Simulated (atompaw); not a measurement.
Input of atompaw 4.2.0.5:

```
Zn 30
GGA-PBE scalarrelativistic loggrid 1500 logderivrange -13 5 451
4 4 3 0 0 0
4 0 0
4 1 0
0 0 0
c
c
v
v
c
v
v
v
2
1.25 1.00 1.20 0.85
n
n
y
-1.25
n
modrrkj vanderbiltortho besselshape
bessel
0.90
1.25
0.80
1.25
1.25
1.25
```

Launched with:
```bash
atompaw < Zn.input > Zn.log
```

Functional and relativity: PBE, scalar-relativistic.

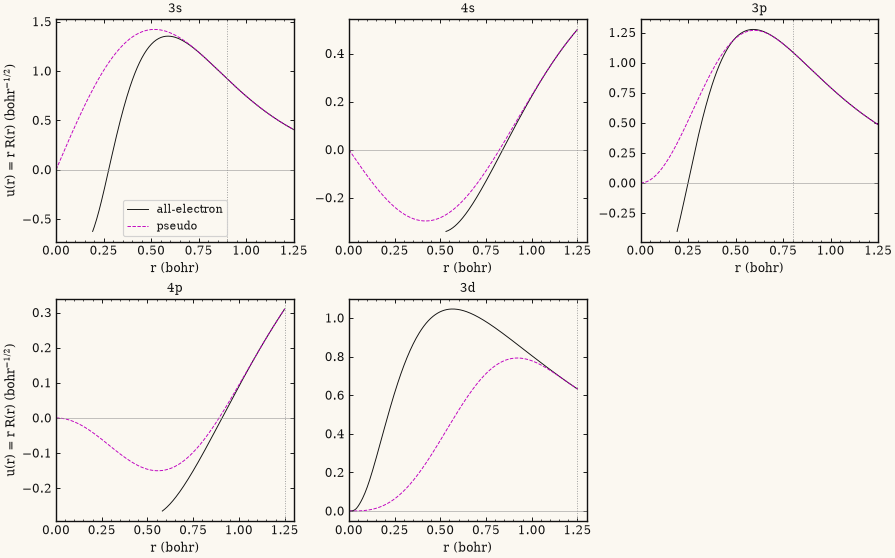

Partial waves u(r) = r R(r), all-electron (solid) and pseudo (dashed). Dotted lines mark the matching radii. The all-electron curves start outside the innermost oscillations, which aren't drawn.

Pseudo-waves: 3s has no node; 4s has a node at about 0.8 bohr; 3p has no node; 4p has a node at about 0.9 bohr; 3d has no node. A node in 4s and 4p is allowed, since a lower shell of the same l is also in the valence.

* Cutoffs needed: 110 Ry and 200 Ry (the cutoffs, on a coarse ladder, from which the occupation-weighted sum of valence levels, in a spherical-Bessel basis at the reference potential, stays within 10 and 1 mRy of its value at 400 Ry)
* Ghost test: no ghost state below the valence levels in the s, p, d, f channels (spherical-Bessel basis up to 400 Ry, 20 bohr box)
* Lowest eigenvalue of the overlap operator: 0.017 (d channel)
* Overlap eigenvalues printed by atompaw (projector basis): 0.0103, 0.597, 0.677, 10.6, 53.4, 3.19e+03
* Share of each valence orbital outside the PAW sphere: 3s 3 %, 4s 92 %, 3p 5 %, 4p 96 %, 3d 19 %
